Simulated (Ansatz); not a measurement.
# How fast states decay through Sr4As2S

Aim: relax a made-up compound, Sr4As2S, and see how good a tunnel barrier it would be. It is built by putting S for O in the Sr4As2O structure of space group I4/mmm, with the volume rescaled by atomic radii. The parent structure comes from the Materials Project.

Main program and level: Ansatz 0.2.0; PBE DFT, plane waves, PAW files, in the first sound run; inputs show where later runs differ.

The structure was built from a prototype and need not be the compound's stable phase.

### Step 1. Set-up

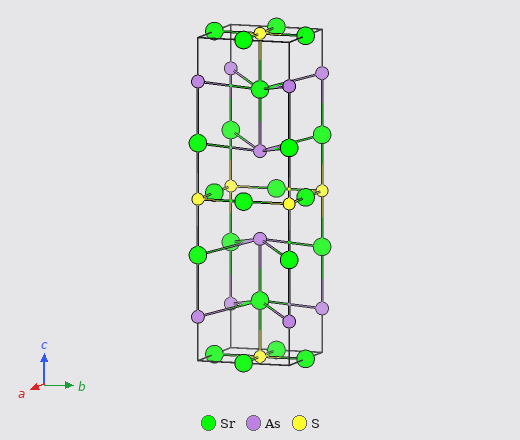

Start, viewed slightly off an axis; strontium green, arsenic purple, sulfur yellow. This picture shows the conventional cell, with its axes. Some periodic images of atoms are drawn too.

Coordinates:

```cif
data_structure
_symmetry_space_group_name_H-M 'P 1'
_symmetry_Int_Tables_number 1
_cell_length_a 9.0018
_cell_length_b 9.0018
_cell_length_c 9.0018
_cell_angle_alpha 148.204
_cell_angle_beta 148.204
_cell_angle_gamma 45.585
_cell_volume 201.84
loop_
_atom_site_label
_atom_site_type_symbol
_atom_site_fract_x
_atom_site_fract_y
_atom_site_fract_z
_atom_site_occupancy
Sr1 Sr 0.67331 0.67331 0.00000 1
Sr2 Sr 0.32669 0.32669 0.00000 1
Sr3 Sr 0.50000 0.00000 0.50000 1
Sr4 Sr 0.00000 0.50000 0.50000 1
As5 As 0.86417 0.86417 0.00000 1
As6 As 0.13583 0.13583 0.00000 1
S7 S 0.50000 0.50000 0.00000 1
```

### Step 2. Cell and atoms at rest

The substituted atoms don't fit the parent's cell, so cell and atoms relax together. A small smearing keeps the run stable in case the gap closes on the way.

input.yaml

```yaml
crystal:
  lattice:
    - [-2.4658419819, 2.4658419819, 8.2988523892]
    - [2.4658419819, -2.4658419819, 8.2988523892]
    - [2.4658419819, 2.4658419819, -8.2988523892]
  atoms:
    - { symbol: Sr, position: [0.67330947, 0.67330947, 0.0] }
    - { symbol: Sr, position: [0.32669053, 0.32669053, 0.0] }
    - { symbol: Sr, position: [0.5, 0.0, 0.5] }
    - { symbol: Sr, position: [0.0, 0.5, 0.5] }
    - { symbol: As, position: [0.86417392, 0.86417392, 0.0] }
    - { symbol: As, position: [0.13582608, 0.13582608, 0.0] }
    - { symbol: S, position: [0.5, 0.5, 0.0] }
kpoints:
  mp_grid: { grid: [6, 6, 6] }
scf:
  occupations: { method: gaussian, width: 0.03 }
hamiltonian:
  xc: pbe
output:
  forces: true
  stress: true
relax:
  f_tol: 0.02
  max_steps: 60
  cell: {}
```

The run is started by

```bash
$ ansatz run input.yaml --threads 2 --pin off --max-ram 4096MiB --backend cpu --events-out ev --progress --plain --runs-dir out
```

Numbers of over 12 decimals in the logs are rounded to 6 here.

The program printed:

```text
basis.fft_grid_basis auto: the FFT boxes are laid along the combinations [[1, 0, 1], [0, 1, 1], [0, 0, 1]] of the cell's own vectors, 4.932, 4.932 and 9.002 Å long. The dense box has 36×36×64 points. Along the cell's own vectors, as sized, it would have 64×64×64, 3.16 times as many. Of the 16 symmetry operations that the crystal satisfies within crystal.symmetry.tolerance (time reversal apart; of a slab, those that k [...]
Engine: ansatz 0.2.0, aarch64-unknown-linux-gnu
Pseudopotentials: kind: paw
Pseudopotential: Sr, paw, valence charge 10, recommended cutoff 420 eV (normal), Sr.paw.azcp
Pseudopotential: As, paw, valence charge 15, recommended cutoff 420 eV (normal), As.paw.azcp
Pseudopotential: S, paw, valence charge 6, recommended cutoff 420 eV (normal), S.paw.azcp
Functional definition: PBE
  parameter kappa = 0.804
  parameter beta = 0.066725
  exchange = pbe_x(kappa = kappa, mu = beta*pi^2/3)
  correlation = pbe_c(beta = beta)
Crystal: 7 atoms, lattice volume = 201.841 Å³
Basis set: ecut = 420 eV, 3903 PW (Γ), FFT grids on a1+a3, a2+a3, a3, exchange–correlation on 72×72×128 points (8 copies of the dense FFT grid, shifted against one another)
Bands: 46, of which v1, the nominal top of the filled ones, is band 38 counted from 1 (37 counted from 0)
Symmetry: 16 space group operations
Space group: I4/mmm (ITA 139), of the structure as read, at distance tolerance 5.9e-5 Å
k-points: 30 of 216
Non-local potential: Sr, projectors of the file, l = 0: 3, l = 1: 2, l = 2: 2
Non-local potential: As, projectors of the file, l = 0: 2, l = 1: 2, l = 2: 3, l = 3: 1
Non-local potential: S, projectors of the file, l = 0: 2, l = 1: 2, l = 2: 2
PAW form: soft (Blöchl's): semilocal exchange-correlation on the pseudo side does not see the compensation charge
PAW one-centre angular grid: Sr, 110 points (default); XC on 64 Gauss nodes
PAW one-centre angular grid: As, 590 points (default); XC on 64 Gauss nodes
PAW one-centre angular grid: S, 110 points (default); XC on 64 Gauss nodes
Initial density: superposition of atomic densities (neutral atoms: chi_scale 0, normalization atom), corrected by the library's trained network
Initial wavefunctions: pseudopotential atomic-orbital guess
Functional: x = pbe(κ = 0.804, μ = 0.219515), c = pbe(β = 0.066725)
SCF iter   1: F=—  HF=-24798.088424 eV  |F-HF|=—  |Δ(HF+E_count)|=         —  Δρ=2.17e-3  dr2=5.13e-2  ethr=1.77e-3  ⟨swp⟩=12.3  Hψ=7392  notcnv=0  defer=3
preconditioner: auto → Resta (q_TF=auto, 2.318 Å⁻¹)  ε∞=2.8  [insulator: Δε(μ)=0.891 eV  Ē_g=13.237 eV  σ=0.030 eV  W_gap=1.00  n_scr=42 (ndim 8)  ℏωp=18.0 eV  f_vac=0.006  D(μ)=0.00/eV (n_scr^D=0)  ε∞_Penn≈2.8]
SCF iter   2: F=—  HF=-24798.078619 eV  |F-HF|=—  |Δ(HF+E_count)|=   9.81e-3  Δρ=9.75e-4  dr2=3.53e-3  ethr=6.75e-5  ⟨swp⟩=3.0  Hψ=2511  notcnv=0  defer=60
SCF iter   3: F=—  HF=-24798.077980 eV  |F-HF|=—  |Δ(HF+E_count)|=   6.39e-4  Δρ=4.65e-4  dr2=6.60e-4  ethr=4.64e-6  ⟨swp⟩=2.0  Hψ=1834  notcnv=0  defer=60
SCF iter   4: F=—  HF=-24798.077968 eV  |F-HF|=—  |Δ(HF+E_count)|=   1.24e-5  Δρ=1.45e-4  dr2=5.34e-5  ethr=8.68e-7  ⟨swp⟩=2.7  Hψ=2258  notcnv=0  defer=60
SCF iter   5: F=—  HF=-24798.078110 eV  |F-HF|=—  |Δ(HF+E_count)|=   1.42e-4  Δρ=3.55e-5  dr2=3.63e-6  ethr=7.03e-8  ⟨swp⟩=2.0  Hψ=2340  notcnv=0  defer=60
SCF iter   6: F=—  HF=-24798.078109 eV  |F-HF|=—  |Δ(HF+E_count)|=   1.01e-6  Δρ=1.59e-5  dr2=4.83e-7  ethr=4.77e-9  ⟨swp⟩=2.0  Hψ=2340  notcnv=0  defer=60
SCF iter   7: F=-24798.078109 eV  HF=-24798.078109 eV  |F-HF|=3.12e-8  |Δ(HF+E_count)|=   3.54e-7  Δρ=4.03e-6  dr2=3.14e-8  ethr=1.32e-10  ⟨swp⟩=5.0  Hψ=5188  notcnv=0
SCF 1 converged in 7 iterations: F = -24798.078109 eV  dr2 = 3.14e-8
  greatest PAW one-centre occupation: 0.999 electrons in one spin orbital (limit 2), on the As atom at site 5 (counted from 0), in its partial waves of l = 2
relax step   1: F+E_penalty+E_count = -24798.07810896 eV  Δ(F+E_penalty+E_count) = +0.000e0 eV  max|allowed force component| = 9.620e-1 eV/Å  Δτ_max = 0.0000 Å  P = +9.847 GPa  Ω = 201.841 Å³  (7 SCF iters, dr2 threshold 1.00e-7 eV, accepted)
Crystal: 7 atoms, lattice volume = 223.517 Å³
Basis set: ecut = 420 eV, 4387 PW (Γ), FFT grids on a1+a3, a2+a3, a3, exchange–correlation on 72×72×128 points (8 copies of the dense FFT grid, shifted against one another)
Initial density: handed on by an earlier stage of this run
Initial wavefunctions: those handed on with the density
iter 1 solved again at ethr=5.57e-4 eV; its pass at ethr=3.10e-3 eV (dr2=4.23e-1 eV) is discarded
SCF iter   1: F=—  HF=-24799.405517 eV  |F-HF|=—  |Δ(HF+E_count)|=         —  Δρ=6.76e-3  dr2=4.25e-1  ethr=5.57e-4  ⟨swp⟩=1.2  Hψ=8563  notcnv=0
preconditioner: auto → Resta (q_TF=auto, 2.279 Å⁻¹)  ε∞=4.5  [insulator: Δε(μ)=0.958 eV  Ē_g=6.494 eV  σ=0.030 eV  W_gap=1.00  n_scr=42 (ndim 8)  ℏωp=12.1 eV  f_vac=0.015  D(μ)=0.00/eV (n_scr^D=0)  ε∞_Penn≈4.5]
SCF iter   2: F=—  HF=-24799.313081 eV  |F-HF|=—  |Δ(HF+E_count)|=   9.24e-2  Δρ=2.43e-3  dr2=4.84e-2  ethr=5.57e-4  ⟨swp⟩=3.3  Hψ=2226  notcnv=0  defer=2
SCF iter   3: F=—  HF=-24799.302541 eV  |F-HF|=—  |Δ(HF+E_count)|=   1.05e-2  Δρ=9.71e-4  dr2=3.38e-3  ethr=6.37e-5  ⟨swp⟩=3.0  Hψ=2957  notcnv=0  defer=70
SCF iter   4: F=—  HF=-24799.302301 eV  |F-HF|=—  |Δ(HF+E_count)|=   2.40e-4  Δρ=4.90e-4  dr2=1.06e-3  ethr=4.45e-6  ⟨swp⟩=2.0  Hψ=2336  notcnv=0  defer=70
SCF iter   5: F=—  HF=-24799.302341 eV  |F-HF|=—  |Δ(HF+E_count)|=   4.04e-5  Δρ=1.31e-4  dr2=4.21e-5  ethr=1.40e-6  ⟨swp⟩=3.0  Hψ=2388  notcnv=0  defer=70
SCF iter   6: F=—  HF=-24799.302553 eV  |F-HF|=—  |Δ(HF+E_count)|=   2.12e-4  Δρ=4.16e-5  dr2=7.25e-6  ethr=5.54e-8  ⟨swp⟩=2.2  Hψ=2013  notcnv=0  defer=71
SCF iter   7: F=-24799.302559 eV  HF=-24799.302558 eV  |F-HF|=3.49e-7  |Δ(HF+E_count)|=   5.19e-6  Δρ=1.01e-5  dr2=3.91e-7  ethr=9.21e-10  ⟨swp⟩=4.0  Hψ=6555  notcnv=0
SCF 2 converged in 7 iterations: F = -24799.302559 eV  dr2 = 3.91e-7
relax step   2: F+E_penalty+E_count = -24799.30255865 eV  Δ(F+E_penalty+E_count) = -1.224e0 eV  max|allowed force component| = 4.241e-1 eV/Å  Δτ_max = 0.0863 Å  P = +3.251 GPa  Ω = 223.517 Å³  energy of the carried Pulay correction = -1.064e-3 eV  (7 SCF iters, dr2 threshold 7.00e-7 eV, accepted)
Crystal: 7 atoms, lattice volume = 235.636 Å³
Basis set: ecut = 420 eV, 4595 PW (Γ), FFT grids on a1+a3, a2+a3, a3, exchange–correlation on 72×72×128 points (8 copies of the dense FFT grid, shifted against one another)
iter 1 solved again at ethr=1.87e-4 eV; its pass at ethr=3.10e-3 eV (dr2=1.42e-1 eV) is discarded
SCF iter   1: F=—  HF=-24799.642275 eV  |F-HF|=—  |Δ(HF+E_count)|=         —  Δρ=4.50e-3  dr2=1.53e-1  ethr=1.87e-4  ⟨swp⟩=3.7  Hψ=8906  notcnv=0
preconditioner: auto → Resta (q_TF=auto, 2.259 Å⁻¹)  ε∞=4.9  [insulator: Δε(μ)=0.620 eV  Ē_g=5.747 eV  σ=0.030 eV  W_gap=1.00  n_scr=48 (ndim 8)  ℏωp=11.4 eV  f_vac=0.010  D(μ)=0.00/eV (n_scr^D=0)  ε∞_Penn≈4.9]
SCF iter   2: F=—  HF=-24799.608957 eV  |F-HF|=—  |Δ(HF+E_count)|=   3.33e-2  Δρ=1.72e-3  dr2=1.73e-2  ethr=1.87e-4  ⟨swp⟩=3.6  Hψ=2166  notcnv=0
SCF iter   3: F=—  HF=-24799.603694 eV  |F-HF|=—  |Δ(HF+E_count)|=   5.26e-3  Δρ=5.89e-4  dr2=1.67e-3  ethr=2.28e-5  ⟨swp⟩=2.9  Hψ=2838  notcnv=0  defer=58
SCF iter   4: F=—  HF=-24799.603565 eV  |F-HF|=—  |Δ(HF+E_count)|=   1.28e-4  Δρ=2.42e-4  dr2=3.03e-4  ethr=2.20e-6  ⟨swp⟩=2.0  Hψ=2362  notcnv=0  defer=59
SCF iter   5: F=—  HF=-24799.603736 eV  |F-HF|=—  |Δ(HF+E_count)|=   1.71e-4  Δρ=1.03e-4  dr2=3.37e-5  ethr=3.98e-7  ⟨swp⟩=2.0  Hψ=2328  notcnv=0  defer=59
SCF iter   6: F=—  HF=-24799.603735 eV  |F-HF|=—  |Δ(HF+E_count)|=   1.36e-6  Δρ=4.21e-5  dr2=5.31e-6  ethr=4.44e-8  ⟨swp⟩=2.0  Hψ=2368  notcnv=0  defer=59
SCF iter   7: F=-24799.603737 eV  HF=-24799.603737 eV  |F-HF|=4.14e-9  |Δ(HF+E_count)|=   2.19e-6  Δρ=1.14e-5  dr2=3.65e-7  ethr=9.21e-10  ⟨swp⟩=4.1  Hψ=7238  notcnv=0
SCF 3 converged in 7 iterations: F = -24799.603737 eV  dr2 = 3.65e-7
relax step   3: F+E_penalty+E_count = -24799.60373698 eV  Δ(F+E_penalty+E_count) = -3.012e-1 eV  max|allowed force component| = 9.890e-2 eV/Å  Δτ_max = 0.0750 Å  P = +0.813 GPa  Ω = 235.636 Å³  energy of the carried Pulay correction = -1.613e-3 eV  (7 SCF iters, dr2 threshold 7.00e-7 eV, accepted)
[...]
relax step   4: F+E_penalty+E_count = -24799.64211470 eV  Δ(F+E_penalty+E_count) = -3.838e-2 eV  max|allowed force component| = 3.964e-2 eV/Å  Δτ_max = 0.0330 Å  P = +0.133 GPa  Ω = 240.074 Å³  energy of the carried Pulay correction = -1.806e-3 eV  (7 SCF iters, dr2 threshold 7.00e-7 eV, accepted)
[...]
relax step   5: F+E_penalty+E_count = -24799.64295448 eV  Δ(F+E_penalty+E_count) = -8.398e-4 eV  max|allowed force component| = 6.638e-2 eV/Å  Δτ_max = 0.0191 Å  P = +0.111 GPa  Ω = 240.168 Å³  energy of the carried Pulay correction = -1.810e-3 eV  (6 SCF iters, dr2 threshold 2.20e-7 eV, accepted)
[...]
relax step   6: F+E_penalty+E_count = -24799.64453871 eV  Δ(F+E_penalty+E_count) = -1.584e-3 eV  max|allowed force component| = 8.524e-3 eV/Å  Δτ_max = 0.0122 Å  P = +0.005 GPa  Ω = 240.930 Å³  energy of the carried Pulay correction = -1.843e-3 eV  (6 SCF iters, dr2 threshold 2.75e-7 eV, accepted)
Basis set: ecut = 420 eV, 4675 PW (Γ), FFT grids on a1+a3, a2+a3, a3, exchange–correlation on 80×80×128 points (8 copies of the dense FFT grid, shifted against one another)
Initial wavefunctions: pseudopotential atomic-orbital guess (no wavefunctions were taken with the density)
iter 1 solved again at ethr=6.48e-7 eV; its pass at ethr=3.10e-3 eV (dr2=4.93e-4 eV) is discarded
SCF iter   1: F=—  HF=-24799.649562 eV  |F-HF|=—  |Δ(HF+E_count)|=         —  Δρ=1.51e-4  dr2=6.23e-6  ethr=6.48e-7  ⟨swp⟩=3.3  Hψ=11248  notcnv=0
preconditioner: auto → Resta (q_TF=auto, 2.251 Å⁻¹)  ε∞=5.0  [insulator: Δε(μ)=0.373 eV  Ē_g=5.639 eV  σ=0.030 eV  W_gap=1.00  n_scr=48 (ndim 8)  ℏωp=11.2 eV  f_vac=0.005  D(μ)=0.00/eV (n_scr^D=0)  ε∞_Penn≈5.0]
SCF iter   2: F=—  HF=-24799.649725 eV  |F-HF|=—  |Δ(HF+E_count)|=   1.63e-4  Δρ=8.01e-5  dr2=1.75e-6  ethr=8.20e-9  ⟨swp⟩=2.2  Hψ=2460  notcnv=0
SCF iter   3: F=—  HF=-24799.649765 eV  |F-HF|=—  |Δ(HF+E_count)|=   4.05e-5  Δρ=1.22e-5  dr2=7.65e-8  ethr=2.30e-9  ⟨swp⟩=3.0  Hψ=2512  notcnv=0
SCF iter   4: F=—  HF=-24799.649766 eV  |F-HF|=—  |Δ(HF+E_count)|=   6.44e-7  Δρ=1.40e-6  dr2=2.39e-9  ethr=1.01e-10  ⟨swp⟩=2.0  Hψ=2400  notcnv=0
SCF iter   5: F=—  HF=-24799.649766 eV  |F-HF|=—  |Δ(HF+E_count)|=   1.08e-8  Δρ=5.28e-7  dr2=5.25e-10  ethr=3.14e-12  ⟨swp⟩=2.0  Hψ=2404  notcnv=0
SCF iter   6: F=-24799.649766 eV  HF=-24799.649766 eV  |F-HF|=1.82e-11  |Δ(HF+E_count)|=   1.18e-9  Δρ=1.01e-7  dr2=5.63e-11  ethr=1.00e-12  ⟨swp⟩=3.6  Hψ=5582  notcnv=0
SCF 7 converged in 6 iterations: F = -24799.649766 eV  dr2 = 5.63e-11
relax step   7: F+E_penalty+E_count = -24799.64976590 eV  Δ(F+E_penalty+E_count) = -5.227e-3 eV  max|allowed force component| = 8.520e-3 eV/Å  Δτ_max = 0.0000 Å  P = +0.040 GPa  Ω = 240.930 Å³  stress off target by 4.79e-2 GPa  SCF on the basis re-selected at this cell (its energy is not comparable with the rows above)  (6 SCF iters)
basis re-selected at this cell: Δ(F+E_penalty+E_count) = -5.227e-3 eV, ΔP = +0.035 GPa vs the last step (what re-selecting the basis moved, of the pressure what is left beyond the Pulay correction that the steps carried, after the strain that the cell walked since its last selection, with what the two solves' SCF thresholds leave and, on support functions, any second-order correction that the steps lacked; it is no measure of the basis error at this ecutwfc). The dense FFT grid was sized anew with the basis: this SCF ran on 40×40×64 points, the steps before it on 36×36×64, so part of this shift can come from that change (see relax.cell in the input reference). [rest of the remark cut]
SCF converged after 6 iterations
Free energy (F): -24799.649766 eV
Harris-Foulkes:  -24799.649766 eV  (|F-HF|=1.82e-11)
Internal energy: -24799.649766 eV  (E = F + TS)
E sigma→0 (E₀):  -24799.649766 eV
Fermi energy:    6.632815 eV
--- Per-component energies (eV) ---
  E_band       = -988.113359
  E_kinetic    = 1292.963912
  E_local      = -7409.366719  (includes V_loc(G=0)·N_el)
  E_nonlocal   = -504.518112
  E_hartree    = 3116.071190
  E_xc         = -949.073147
  E_vxc        = -894.407107  (∫ρ·V_xc dr)
  E_paw        = -15050.112195  (= ΣΔE_a)
  E_vpaw       = 295.072028  (= ΣTr[D̂ρ^β])
  E_aug_tail   = 0.000013  (compensation charges beyond the density's cutoff)
  E_ewald      = -5295.614708
  E_smearing   = -0.000000  (= −TS)
  E_closure    = 0.000000  (closes the sum)
  Σ components = -24799.649766   (vs F -24799.649766, Δ=0.00e0)
--- Forces (eV/Å), atoms counted from 1 ---
  atom   1  Sr     0.00000000     0.00000000     0.00546637
  atom   2  Sr     0.00000000     0.00000000    -0.00546637
  atom   3  Sr     0.00000000     0.00000000    -0.00000000
  atom   4  Sr    -0.00000000     0.00000000     0.00000000
  atom   5  As     0.00000000     0.00000000     0.00851995
  atom   6  As     0.00000000    -0.00000000    -0.00851995
  atom   7  S      0.00000000     0.00000000    -0.00000000
  max |Σ_I F_I| component: 1.63e-19 eV/Å
--- Stress (GPa, compression-positive) ---
        0.047858       0.000000       0.000000
        0.000000       0.047858      -0.000000
        0.000000       0.000000       0.023973
  P = ⅓ Tr σ = 0.0399 GPa (0.399 kbar)
--- Relaxed structure (6 steps of the walk, 6 accepted, 1 SCFs on fresh bases) ---
  F+E_penalty+E_count = -24799.64976590 eV   max|allowed force component| = 8.520e-3 eV/Å   (the final SCF, on the basis selected at the relaxed cell)
  cell:  # Å, volume = 240.9302 Å³
    - [-2.708816, 2.708816, 8.208663]
    - [2.708816, -2.708816, 8.208663]
    - [2.708816, 2.708816, -8.208663]
  atoms:
    - { symbol: Sr, position: [0.684748, 0.684748, 0] }
    - { symbol: Sr, position: [0.315252, 0.315252, 0] }
    - { symbol: Sr, position: [0.5, -2.3889340627170083e-19, 0.5] }
    - { symbol: Sr, position: [-2.388934062717052e-19, 0.5, 0.5] }
    - { symbol: As, position: [0.869836, 0.869836, 0] }
    - { symbol: As, position: [0.130164, 0.130164, 0] }
    - { symbol: S, position: [0.5, 0.5, 0] }
```

Elapsed: 40 s, on 2 threads of Arm Neoverse V2, shared host; peak memory 0.65 GiB.

Relaxation path:

| step | energy less that of the first step (eV) | largest force component (eV/Å) | pressure (GPa) | volume (Å³) |
| --- | --- | --- | --- | --- |
| 1 | 0.0000 | 0.9620 | 9.85 | 201.84 |
| 2 | -1.2245 | 0.4241 | 3.25 | 223.52 |
| 3 | -1.5256 | 0.0989 | 0.81 | 235.64 |
| 4 | -1.5640 | 0.0396 | 0.13 | 240.07 |
| 5 | -1.5648 | 0.0664 | 0.11 | 240.17 |
| 6 | -1.5664 | 0.0085 | 0.01 | 240.93 |
| 7* | -1.5717 | 0.0085 | 0.04 | 240.93 |

Relaxation steps marked * repeat the geometry before them on a plane-wave basis chosen anew for their cell, so energy and pressure can jump there.

The run keeps the 16 symmetry operations that it works with, so distortions that break them were not tested.

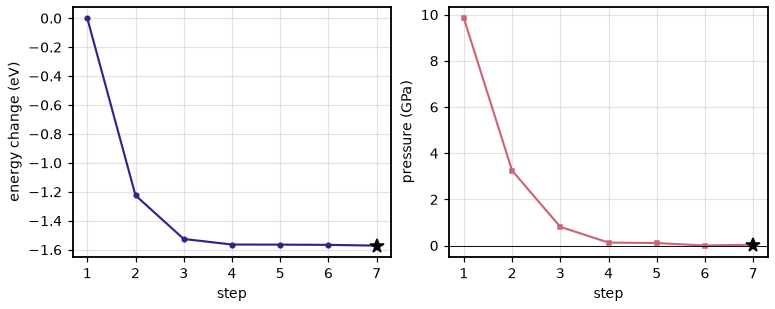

Energy and pressure along the relaxation. Stars mark steps on a basis chosen anew.

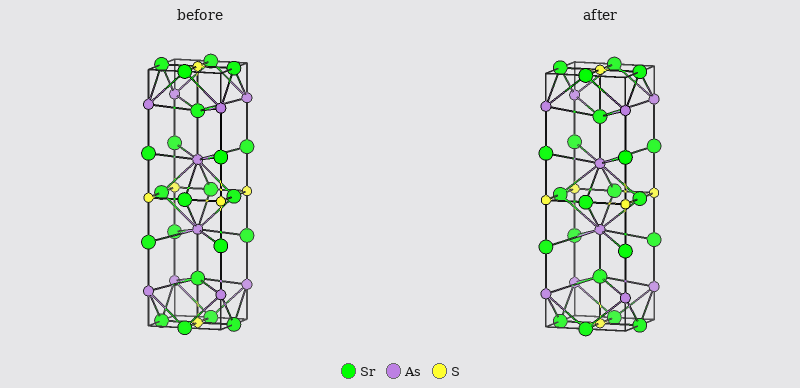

Before and after, at one scale.

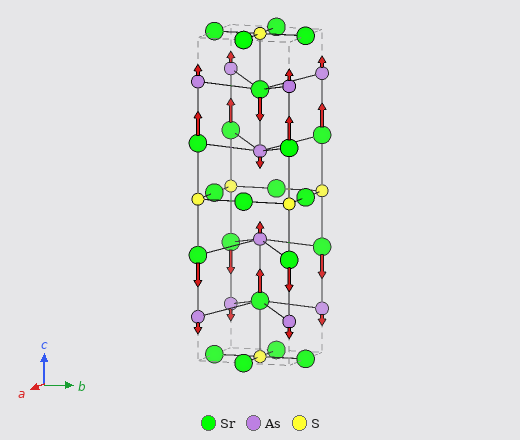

Displacements in the relaxation, exaggerated, measured against the changing cell; the longest in the cell stands for 0.19 Å. Some periodic images of atoms are drawn too.

| conventional cell, symmetrised | before | after | change |
| --- | --- | --- | --- |
| a (Å) | 4.932 | 5.418 | +9.9 % |
| b (Å) | 4.932 | 5.418 | +9.9 % |
| c (Å) | 16.598 | 16.417 | -1.1 % |
| volume (Å³/atom) | 28.83 | 34.42 | +19.4 % |

The atoms that moved most (Å, as changes of fractional coordinates times the final cell):

| atom | dx | dy | dz | length |
| --- | --- | --- | --- | --- |
| Sr1 | 0.000 | 0.000 | 0.188 | 0.188 |
| Sr2 | 0.000 | 0.000 | -0.188 | 0.188 |
| As5 | 0.000 | 0.000 | 0.093 | 0.093 |
| As6 | 0.000 | 0.000 | -0.093 | 0.093 |

The relaxed structure:

```cif
data_structure
_symmetry_space_group_name_H-M 'P 1'
_symmetry_Int_Tables_number 1
_cell_length_a 9.0586
_cell_length_b 9.0586
_cell_length_c 9.0586
_cell_angle_alpha 145.201
_cell_angle_beta 145.201
_cell_angle_gamma 50.035
_cell_volume 240.93
loop_
_atom_site_label
_atom_site_type_symbol
_atom_site_fract_x
_atom_site_fract_y
_atom_site_fract_z
_atom_site_occupancy
Sr1 Sr 0.68475 0.68475 0.00000 1
Sr2 Sr 0.31525 0.31525 0.00000 1
Sr3 Sr 0.50000 0.00000 0.50000 1
Sr4 Sr 0.00000 0.50000 0.50000 1
As5 As 0.86984 0.86984 0.00000 1
As6 As 0.13016 0.13016 0.00000 1
S7 S 0.50000 0.50000 0.00000 1
```

Numbers from this step:

```yaml
free_energy: -24799.6498 eV
fermi_energy: 6.633 eV
pressure: 0.03990 GPa
```

The largest force component on a free atom ends at 0.0085 eV/Å.

(Continued in part 2 of 3.)

[Logs are printed without paths, hosts, clocks, repeated set-up lines and the standing remarks that a program may print on its own settings, such as how far it seeks lower states.]

[Hosts, paths, dates, database ids (printed as entryN), source tags and the programs' standing remarks are cut or masked in the printed files.]
